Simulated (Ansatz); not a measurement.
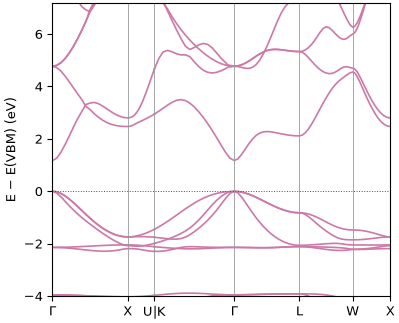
Fig. 1. Band structure from PBEsol (plane waves, PAW; program Ansatz)

Question: Read off the gap and where the band edges lie.

Answer: About 1.2 eV (1.17 eV by a search for the band edges); maximum at Γ, minimum at Γ.

Question: Which of these materials gives this?
A) CdTe, zinc blende
B) BeS, zinc blende
C) HfC, zinc blende
D) CuI, zinc blende

Answer: D, CuI, zinc blende

Space group F-43m (zinc blende). Symmetry was held in the PBEsol relaxation. The run is not spin-polarised. Scalar-relativistic: spin–orbit coupling is off unless named, which matters more the heavier the elements.

Potentials: the earlier of the program's two PAW sets. The files were generated under PBE; for other functionals the program regenerates the frozen cores, and for LDA and PBEsol the local potential too.
